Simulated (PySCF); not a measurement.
# Si₂N₂H₈S: excited-state calculation

System: Si₂N₂H₈S, SMILES N[SiH](N)[SiH2]S.
Method: TDDFT LC-wPBE/def2-SVPD, vertical, gas phase, core orbitals frozen in the response (PySCF 2.14.0).

The geometry comes from this level: PBE0-D3(BJ)/def2-SVP.

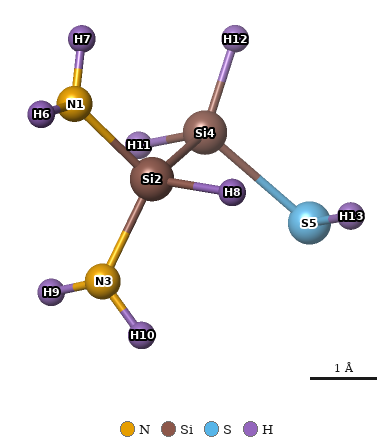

Figure 1. The input geometry (ball-and-stick view, seen at a tilt; atoms are numbered from 1 in the order of the input). Bond lengths as drawn: H–N 1.01 Å, H–S 1.35 Å, H–Si 1.50 to 1.51 Å, N–Si 1.73 Å, Si–Si 2.35 Å and S–Si 2.16 Å.

Input file
```
{"job": {"kind": "uv", "xc": "LC-wPBE", "basis": "def2-SVPD", "ip": true}, "charge": 0, "multiplicity": 1}
N     -1.534708     1.268366     0.727410
Si    -0.586080    -0.130058     0.378672
N     -1.439828    -1.063568    -0.799016
Si     1.537136     0.598217    -0.323148
S      2.724102    -1.194042    -0.576235
H     -2.507482     1.164103     0.997016
H     -1.117036     2.090324     1.146971
H     -0.335202    -1.108224     1.495851
H     -1.615928    -0.664762    -1.715210
H     -1.232016    -2.053423    -0.871592
H      1.501835     1.199716    -1.692387
H      2.211930     1.587168     0.581939
H      2.398097    -1.710705     0.630058
```

The first line tells a small driver script what to run in PySCF; the rest is the geometry in Å.

Machine: 1 CPU thread, shared host.

Run as:
```bash
OMP_NUM_THREADS=1 python <driver script> task.json out
```

What the program printed
```
coarse grid: 11960 points
cycle   1  E = -1090.6245939163  dE =  1.363e-01  |g| = 5.024e-01  |ddm| = 4.276e+00
cycle   2  E = -1090.6598606179  dE = -3.527e-02  |g| = 4.026e-01  |ddm| = 1.379e+00
cycle   3  E = -1090.6958494646  dE = -3.599e-02  |g| = 5.051e-02  |ddm| = 5.270e-01
cycle   4  E = -1090.6966978297  dE = -8.484e-04  |g| = 1.719e-02  |ddm| = 1.512e-01
cycle   5  E = -1090.6968059100  dE = -1.081e-04  |g| = 3.606e-03  |ddm| = 5.253e-02
cycle   6  E = -1090.6968109343  dE = -5.024e-06  |g| = 9.740e-04  |ddm| = 2.004e-02
final grid: 100560 points
cycle   7  E = -1090.8470601378  dE = -2.820e-05  |g| = 6.057e-03  |ddm| = 5.162e-02
cycle   8  E = -1090.8470623751  dE = -2.237e-06  |g| = 5.474e-03  |ddm| = 1.327e-02
cycle   9  E = -1090.8470685367  dE = -6.162e-06  |g| = 3.434e-04  |ddm| = 5.795e-03
cycle  10  E = -1090.8470685811  dE = -4.445e-08  |g| = 1.427e-04  |ddm| = 1.074e-03
cycle  11  E = -1090.8470685890  dE = -7.827e-09  |g| = 3.092e-05  |ddm| = 4.685e-04
cycle  12  E = -1090.8470685879  dE =  1.027e-09  |g| = 9.693e-06  |ddm| = 1.210e-04
cycle  13  E = -1090.8470685880  dE = -7.185e-11  |g| = 3.406e-06  |ddm| = 3.646e-05
```

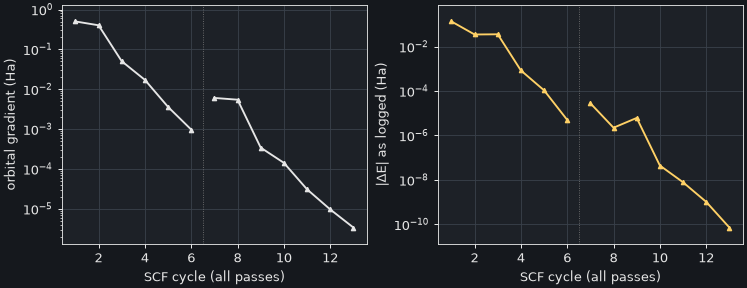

Figure 2. Convergence of the self-consistent field: orbital gradient and size of the energy change against the SCF cycle. The dotted line marks the change from a coarse to the final integration grid. The first 6 cycles use a coarse grid, the final grid takes over at cycle 7, and the field converges after 13 cycles in all.

```
converged SCF energy = -1090.8470685880

Static polarisability (au): isotropic 92.755, principal 79.790 91.669 106.806

Singlet excitations
state   eV       nm        f      main configurations
  1   5.9640    207.9   0.01669   H->L 0.77
  2   6.2771    197.5   0.00307   H->L+2 0.40
  3   6.4558    192.1   0.01229   H->L+1 0.37, H->L+2 0.25, H-1->L+2 0.10
  4   6.7634    183.3   0.05141   H-1->L 0.52, H-2->L 0.12
  5   7.1894    172.5   0.03514   H-1->L+1 0.18, H-2->L 0.17, H-1->L 0.10
  6   7.2402    171.2   0.02465   H-2->L 0.33, H-2->L+1 0.14
  7   7.5247    164.8   0.01305   H-1->L+2 0.42, H->L+1 0.16
  8   7.6818    161.4   0.00678   H-2->L+2 0.20, H->L+3 0.15, H-2->L+1 0.10
  9   7.7209    160.6   0.14978   H->L+3 0.46, H-2->L+2 0.12
 10   7.9619    155.7   0.11806   H->L+6 0.23, H-1->L+1 0.14, H-2->L+2 0.12

Triplet excitations (Tamm-Dancoff, eV): 5.3569 5.5870 5.8118 6.2220
Vertical ionisation energy (delta-SCF) = 9.1356 eV
```

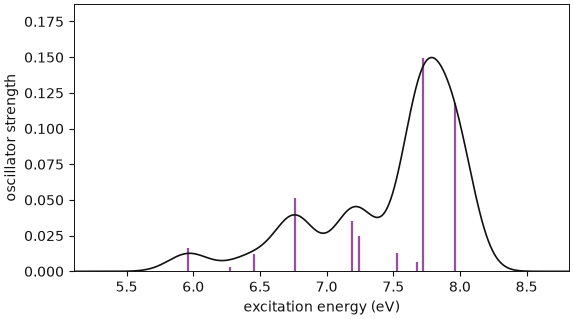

Figure 3. Computed excitations as sticks (degenerate states added up, dark ones marked on the axis), with a Gaussian envelope of 0.35 eV full width at half maximum, scaled to the tallest. Of the 10 states the lowest lies at 5.96 eV (f = 0.017); the strongest line is at 7.72 eV, or 161 nm (f = 0.150).

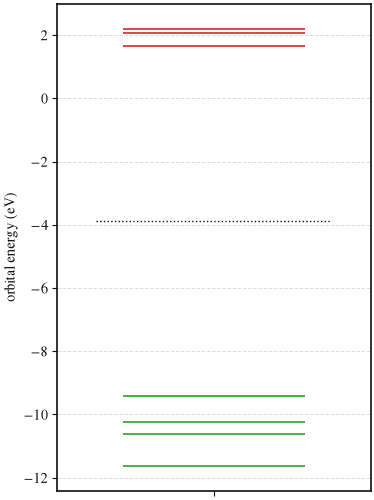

Figure 4. Orbital energies near the frontier; the dotted line parts filled from empty levels, and levels within 0.02 eV of each other stand side by side. Highest filled −9.43 eV, lowest empty 1.65 eV, 11.08 eV apart.

Summary

| quantity | value |
| --- | --- |
| outcome | converged |
| total energy | −1090.847069 hartree |
| HOMO | −9.43 eV |
| LUMO | 1.65 eV |
| dipole moment | 2.08 D |
| mean polarisability | 92.76 a.u. |
| vertical ionisation energy | 9.14 eV |
| lowest singlet excitation | 5.96 eV |
| wall time | 2.5 min |
| peak memory | 0.89 GiB |
